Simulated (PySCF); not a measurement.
System: C₃H₄F₃NSi (SMILES [H]/N=C\C=C/[Si](F)(F)F).

Input file:

```
{"job": {"kind": "uv", "xc": "B3LYP", "basis": "def2-SVPD", "nstates": 8, "ntriplets": 3}, "charge": 0, "multiplicity": 1}
N     -2.547885     1.033232     0.278721
C     -1.347455     0.670345     0.171262
C     -0.859518    -0.625996    -0.286039
C      0.432972    -0.963522    -0.343718
Si     1.883744     0.105177     0.126882
F      2.057629     1.436857    -0.717578
F      1.912089     0.597291     1.634814
F      3.242349    -0.686547    -0.074893
H     -3.237548     0.329467     0.012525
H     -0.591338     1.398986     0.452655
H     -1.622351    -1.337349    -0.585578
H      0.678509    -1.958626    -0.695080
```

Launched as:

```sh
OMP_NUM_THREADS=1 python probes_run.py task.json out
```

Geometry: GFN2-xTB.

All numbers below come from PySCF 2.14.0, B3LYP/def2-SVPD, SCF density, gas phase.

Q: Predict the electron density and electron localisation function between the atoms.

A: C–N (1.26 Å): the density is about 2.9 e/Å³ at the midpoint; the ELF peaks at about 0.90 between the atoms; a short, multiple covalent bond.
C–C (1.34 Å): the density is about 2.3 e/Å³ at the midpoint; the ELF peaks at about 0.95 between the atoms; a short, multiple covalent bond.
Si–F (1.59 Å): the density is about 1.1 e/Å³ at the midpoint; the ELF peaks at about 0.85 in the valence shell of F, 0.6 Å from its nucleus, and is about 0.50 at the midpoint.
C–Si (1.86 Å): ρ is about 1 e/Å³ halfway; the ELF peaks at about 1 between the atoms: a shared electron pair.

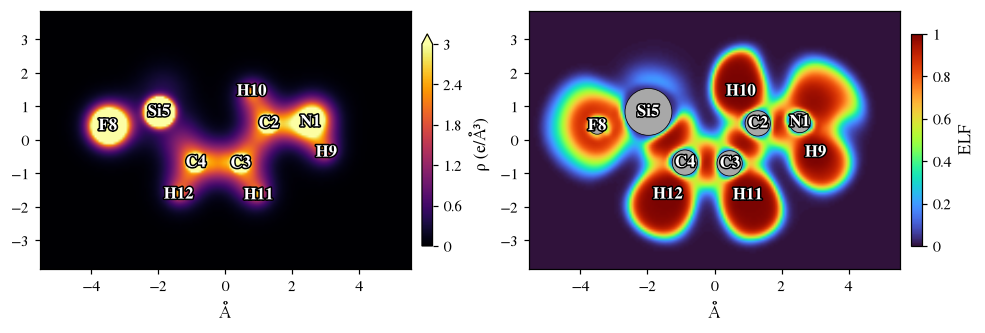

Computed electron density and electron localisation function on the plane of atoms C2, C3 and C4, in this order. Grey discs cover the atomic cores in the ELF map. 
